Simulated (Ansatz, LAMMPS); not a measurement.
# Squeezing and shearing glassy 83P2O5-17Al2O3 (mol %) (80 atoms)

Aim: relax glassy 83P2O5-17Al2O3 (mol %) (80 atoms), then change its volume and shape to read moduli from the stress.

Method: Kohn-Sham DFT, PBE, PAW (set soft_2), plane waves, in Ansatz 0.2.0.

## 1. Starting point

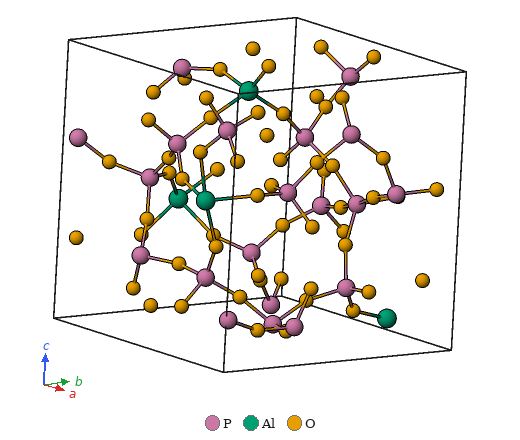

Start, viewed slightly off an axis; phosphorus pink, aluminium teal, oxygen orange. Bonds to atoms that aren't drawn are left out. Some periodic images of atoms are drawn too.

The cell holds 80 atoms: 20 P, 4 Al and 56 O. Its edges and angles: a = 10.199 Å, b = 10.199 Å, c = 10.199 Å, α = 90.0°, β = 90.0°, γ = 90.0°. 80 atoms (20 P, 4 Al, 56 O) placed at random at 2.43 g/cm³, melted at 4000 K for 10 ps at fixed volume with the Morse and Coulomb pair potential with partial charges (Pedone, Malavasi, Menziani, Cormack and Segre, J. Phys. Chem. B 110, 11780 (2006)). Quenched from 4000 K to 300 K at 6 K/ps and fixed volume, held 10 ps at zero pressure.

Limits known from the start: The quench rate of 6 K/ps is orders of magnitude faster than experiment, which tends to freeze in extra defects. The starting topology of bonds comes from the classical model, and needn't be the one that DFT or experiment would give. The Brillouin zone is sampled at Γ only.

## 2. Single point at the start

A single point comes first, to see the forces before anything moves.

input.yaml

```yaml
crystal:
  lattice:
    - [10.19896, 0.0, 0.0]
    - [0.0, 10.19896, 0.0]
    - [0.0, 0.0, 10.19896]
  atoms:
    - { symbol: P, position: [0.39286, 0.95288, 0.86849] }
    - { symbol: P, position: [0.14788, 0.84274, 0.00962] }
    - { symbol: P, position: [0.04773, 0.02901, 0.65489] }
    - { symbol: P, position: [0.75319, 0.70918, 0.19913] }
    - { symbol: P, position: [0.17468, 0.25832, 0.51834] }
    - { symbol: P, position: [0.59492, 0.20734, 0.24517] }
    - { symbol: P, position: [0.30228, 0.13916, 0.273] }
    - { symbol: P, position: [0.6506, 0.81504, 0.47115] }
    - { symbol: P, position: [0.46179, 0.71378, 0.68188] }
    - { symbol: P, position: [0.98488, 0.01982, 0.18324] }
    - { symbol: P, position: [0.94696, 0.76063, 0.56864] }
    - { symbol: P, position: [0.26008, 0.65902, 0.23311] }
    - { symbol: P, position: [0.3547, 0.88353, 0.40268] }
    - { symbol: P, position: [0.97754, 0.31843, 0.13328] }
    - { symbol: P, position: [0.91652, 0.57205, 0.79253] }
    - { symbol: P, position: [0.14204, 0.3991, 0.89447] }
    - { symbol: P, position: [0.77375, 0.41442, 0.56805] }
    - { symbol: P, position: [0.4085, 0.1932, 0.68992] }
    - { symbol: P, position: [0.80595, 0.10687, 0.82157] }
    - { symbol: P, position: [0.69814, 0.43667, 0.07964] }
    - { symbol: Al, position: [0.46047, 0.45593, 0.86902] }
    - { symbol: Al, position: [0.6694, 0.96011, 0.0531] }
    - { symbol: Al, position: [0.67992, 0.12456, 0.54455] }
    - { symbol: Al, position: [0.03197, 0.49756, 0.39586] }
    - { symbol: O, position: [0.29811, 0.761, 0.33157] }
    - { symbol: O, position: [0.02492, 0.66805, 0.48609] }
    - { symbol: O, position: [0.92676, 0.06792, 0.73772] }
    - { symbol: O, position: [0.07674, 0.75684, 0.92215] }
    - { symbol: O, position: [0.15945, 0.56369, 0.28345] }
    - { symbol: O, position: [0.38123, 0.60181, 0.17947] }
    - { symbol: O, position: [0.23161, 0.21168, 0.3844] }
    - { symbol: O, position: [0.34712, 0.99486, 0.30006] }
    - { symbol: O, position: [0.84959, 0.47185, 0.45523] }
    - { symbol: O, position: [0.96537, 0.16707, 0.13108] }
    - { symbol: O, position: [0.07328, 0.02497, 0.30094] }
    - { symbol: O, position: [0.58644, 0.74722, 0.60207] }
    - { symbol: O, position: [0.35436, 0.6928, 0.58286] }
    - { symbol: O, position: [0.84671, 0.48013, 0.68553] }
    - { symbol: O, position: [0.08357, 0.14487, 0.56608] }
    - { symbol: O, position: [0.04045, 0.4903, 0.83046] }
    - { symbol: O, position: [0.89711, 0.70067, 0.21269] }
    - { symbol: O, position: [0.79505, 0.01595, 0.94421] }
    - { symbol: O, position: [0.51242, 0.95998, 0.96132] }
    - { symbol: O, position: [0.44215, 0.20272, 0.26553] }
    - { symbol: O, position: [0.79338, 0.26541, 0.57412] }
    - { symbol: O, position: [0.69939, 0.07514, 0.72671] }
    - { symbol: O, position: [0.68559, 0.74723, 0.33686] }
    - { symbol: O, position: [0.45229, 0.30085, 0.7842] }
    - { symbol: O, position: [0.27742, 0.90413, 0.95567] }
    - { symbol: O, position: [0.95046, 0.69161, 0.70471] }
    - { symbol: O, position: [0.08113, 0.36368, 0.03253] }
    - { symbol: O, position: [0.8251, 0.5914, 0.90554] }
    - { symbol: O, position: [0.66693, 0.19141, 0.37168] }
    - { symbol: O, position: [0.8022, 0.24164, 0.87564] }
    - { symbol: O, position: [0.80684, 0.76635, 0.52923] }
    - { symbol: O, position: [0.39167, 0.07332, 0.78237] }
    - { symbol: O, position: [0.62297, 0.08668, 0.15678] }
    - { symbol: O, position: [0.64106, 0.32815, 0.17458] }
    - { symbol: O, position: [0.99846, 0.36772, 0.27062] }
    - { symbol: O, position: [0.06347, 0.946, 0.07806] }
    - { symbol: O, position: [0.47703, 0.60112, 0.77889] }
    - { symbol: O, position: [0.28308, 0.94269, 0.51062] }
    - { symbol: O, position: [0.23828, 0.16275, 0.14154] }
    - { symbol: O, position: [0.15131, 0.99319, 0.74648] }
    - { symbol: O, position: [0.85381, 0.96768, 0.22435] }
    - { symbol: O, position: [0.713, 0.56695, 0.15764] }
    - { symbol: O, position: [0.99617, 0.90064, 0.58419] }
    - { symbol: O, position: [0.50056, 0.85913, 0.42691] }
    - { symbol: O, position: [0.58932, 0.44034, 0.98439] }
    - { symbol: O, position: [0.5018, 0.15184, 0.58573] }
    - { symbol: O, position: [0.63217, 0.44758, 0.56421] }
    - { symbol: O, position: [0.14322, 0.27726, 0.81746] }
    - { symbol: O, position: [0.20177, 0.74885, 0.11643] }
    - { symbol: O, position: [0.11128, 0.39102, 0.51206] }
    - { symbol: O, position: [0.27382, 0.46709, 0.9094] }
    - { symbol: O, position: [0.84492, 0.38444, 0.08726] }
    - { symbol: O, position: [0.69249, 0.96249, 0.49484] }
    - { symbol: O, position: [0.42114, 0.82898, 0.77477] }
    - { symbol: O, position: [0.68754, 0.79535, 0.09792] }
    - { symbol: O, position: [0.29165, 0.24816, 0.61221] }
kpoints:
  mp_grid: { grid: [1, 1, 1] }
hamiltonian:
  xc: pbe
scf:
  occupations: { method: fixed }
output:
  forces: true
```

Started as:

```sh
> ansatz run input.yaml --threads 4 --pin off --max-ram 8192MiB --backend cpu --events-out ev --progress --plain --runs-dir out
```

Numbers of over 12 decimals in the logs are rounded to 6 here.

The program printed:

```text
Engine: ansatz 0.2.0, x86_64-unknown-linux-gnu
Pseudopotentials: kind: paw
Pseudopotential: P, paw, valence charge 5, recommended cutoff 420 eV (normal), P.paw.azcp
Pseudopotential: Al, paw, valence charge 3, recommended cutoff 420 eV (normal), Al.paw.azcp
Pseudopotential: O, paw, valence charge 6, recommended cutoff 420 eV (normal), O.paw.azcp
[... 5 lines on functional and potentials left out ...]
Crystal: 80 atoms, lattice volume = 1060.883 Å³
Basis set: ecut = 420 eV, 20719 PW (Γ), exchange–correlation on 144×144×144 points (8 copies of the dense FFT grid, shifted against one another)
Bands: 304, of which v1, the nominal top of the filled ones, is band 224 counted from 1 (223 counted from 0)
Symmetry: 1 space group operations
Space group: P1 (ITA 1), of the structure as read, at distance tolerance 1.0e-4 Å
k-points: 1
[... 7 lines on functional and potentials left out ...]
Initial density: superposition of atomic densities (neutral atoms: chi_scale 0, normalization atom), corrected by the library's trained network
Initial wavefunctions: pseudopotential atomic-orbital guess
Functional: x = pbe(κ = 0.804, μ = 0.219515), c = pbe(β = 0.066725)
SCF iter   1: F=—  HF=-49058.063291 eV  |F-HF|=—  |Δ(HF+E_count)|=         —  Δρ=5.33e-3  dr2=4.00e-1  ethr=1.77e-3  ⟨swp⟩=7.0  Hψ=1123  notcnv=0  defer=78
preconditioner: auto → Resta (q_TF=auto, 2.363 Å⁻¹)  ε∞=3.1  [insulator: Δε(μ)=2.508 eV  Ē_g=16.834 eV  n_scr=250 (ndim 8)  ℏωp=24.1 eV  f_vac=0.189  ε∞_Penn≈3.1]
SCF iter   2: F=—  HF=-49057.986283 eV  |F-HF|=—  |Δ(HF+E_count)|=   7.70e-2  Δρ=2.86e-3  dr2=7.94e-2  ethr=8.93e-5  ⟨swp⟩=3.0  Hψ=505  notcnv=0  defer=78
SCF iter   3: F=—  HF=-49057.973435 eV  |F-HF|=—  |Δ(HF+E_count)|=   1.28e-2  Δρ=1.15e-3  dr2=2.62e-2  ethr=1.77e-5  ⟨swp⟩=3.0  Hψ=416  notcnv=0  defer=65
automatic band count: iteration 3 solves 291 bands in place of 304: the levels show a gap, and the empty bands left out lie too high to hold charge; the band table lists the bands solved (type scf.n_extra_bands for more)
SCF iter   4: F=—  HF=-49057.966430 eV  |F-HF|=—  |Δ(HF+E_count)|=   7.01e-3  Δρ=4.65e-4  dr2=2.38e-3  ethr=5.86e-6  ⟨swp⟩=4.0  Hψ=422  notcnv=0  defer=65
SCF iter   5: F=—  HF=-49057.966140 eV  |F-HF|=—  |Δ(HF+E_count)|=   2.90e-4  Δρ=2.42e-4  dr2=5.49e-4  ethr=5.32e-7  ⟨swp⟩=3.0  Hψ=500  notcnv=0  defer=65
SCF iter   6: F=—  HF=-49057.966112 eV  |F-HF|=—  |Δ(HF+E_count)|=   2.80e-5  Δρ=7.05e-5  dr2=4.62e-5  ethr=1.22e-7  ⟨swp⟩=3.0  Hψ=437  notcnv=0  defer=65
SCF iter   7: F=—  HF=-49057.967610 eV  |F-HF|=—  |Δ(HF+E_count)|=   1.50e-3  Δρ=3.53e-5  dr2=1.17e-5  ethr=1.03e-8  ⟨swp⟩=3.0  Hψ=489  notcnv=0  defer=65
SCF iter   8: F=—  HF=-49057.967610 eV  |F-HF|=—  |Δ(HF+E_count)|=   3.46e-7  Δρ=1.06e-5  dr2=1.30e-6  ethr=2.60e-9  ⟨swp⟩=3.0  Hψ=416  notcnv=0  defer=65
SCF iter   9: F=—  HF=-49057.967610 eV  |F-HF|=—  |Δ(HF+E_count)|=   4.27e-7  Δρ=4.90e-6  dr2=2.56e-7  ethr=2.89e-10  ⟨swp⟩=3.0  Hψ=428  notcnv=0  defer=65
SCF iter  10: F=-49057.967610 eV  HF=-49057.967610 eV  |F-HF|=2.24e-8  |Δ(HF+E_count)|=   8.24e-9  Δρ=2.24e-6  dr2=5.27e-8  ethr=2.23e-11  ⟨swp⟩=6.0  Hψ=1015  notcnv=0
SCF 1 converged in 10 iterations: F = -49057.967610 eV  dr2 = 5.27e-8
  greatest PAW one-centre occupation: 0.878 electrons in one spin orbital (limit 2), on the O atom at site 27 (counted from 0), in its partial waves of l = 0
SCF converged after 10 iterations
Free energy (F): -49057.967610 eV
Harris-Foulkes:  -49057.967610 eV  (|F-HF|=2.24e-8)
Internal energy: -49057.967610 eV  (E = F + TS)
E sigma→0 (E₀):  -49057.967610 eV
Fermi energy:    3.914024 eV
--- Per-component energies (eV) ---
  E_band       = -2480.965256
  E_kinetic    = 11646.656268
  E_local      = -32844.063523  (includes V_loc(G=0)·N_el)
  E_nonlocal   = 3336.765340
  E_hartree    = 12125.613977
  E_xc         = -5555.333268
  E_vxc        = -6649.602494  (∫ρ·V_xc dr)
  E_paw        = -22153.912236  (= ΣΔE_a)
  E_vpaw       = -2222.095433  (= ΣTr[D̂ρ^β])
  E_aug_tail   = 0.142891  (compensation charges beyond the density's cutoff)
  E_ewald      = -15613.837059
  E_smearing   = -0.000000  (= −TS)
  E_closure    = 0.000000  (closes the sum)
  Σ components = -49057.967610   (vs F -49057.967610, Δ=0.00e0)
--- Forces (eV/Å), atoms counted from 1 ---
  atom   1  P      3.64265083    -4.24735595     1.57528231
  atom   2  P     -1.59628777    -3.30185397     0.41569257
  atom   3  P      0.59723312    -2.15075880     4.55768881
  atom   4  P      3.20393480     1.68603925     0.35163063
  atom   5  P     -0.60545843    -0.98791925    -0.05184167
  atom   6  P      0.78734446    -5.76706057     0.85535743
  atom   7  P     -1.30887617    -1.26948304    -5.67884545
  atom   8  P      1.12199098     3.12348501     1.72108340
  atom   9  P     -4.53459117    -2.33915914    -2.93762916
  atom  10  P     -0.78643691    -0.50316164     6.21384942
  atom  11  P     -0.07429215    -2.82414898    -1.49726858
  atom  12  P      1.05245973    -2.24553332    -3.64487025
  atom  13  P     -0.74570961    -0.89477190     2.64393140
  atom  14  P      0.09295085    -0.50278556     0.88302703
[...]
atom  79  O     -0.91765151     0.18948969    -0.30448940
  atom  80  O     -1.09275955     0.87798724     0.03838287
  max |Σ_I F_I| component: 1.30e-5 eV/Å
```

Wall time 14 s (4 threads of Intel Xeon Platinum 8259CL at 2.50GHz (Skylake/Cascade Lake), shared host); peak memory 1.2 GiB.

In the SCF lines HF is the Harris–Foulkes energy and dr2 the Hartree energy of the density residual, in eV; the loop may stop once dr2 is under the threshold and the program's other checks hold. Hψ counts applications of the Hamiltonian.

The r.m.s. force at the start is 1.6 eV/Å.

[end of part 1 of 4]

[Logs are printed without paths, hosts, clocks, repeated set-up lines and the standing remarks that a program may print on its own settings, such as how far it seeks lower states.]

[Hosts, paths, dates, database ids (printed as entryN), source tags and the programs' standing remarks are cut or masked in the printed files.]
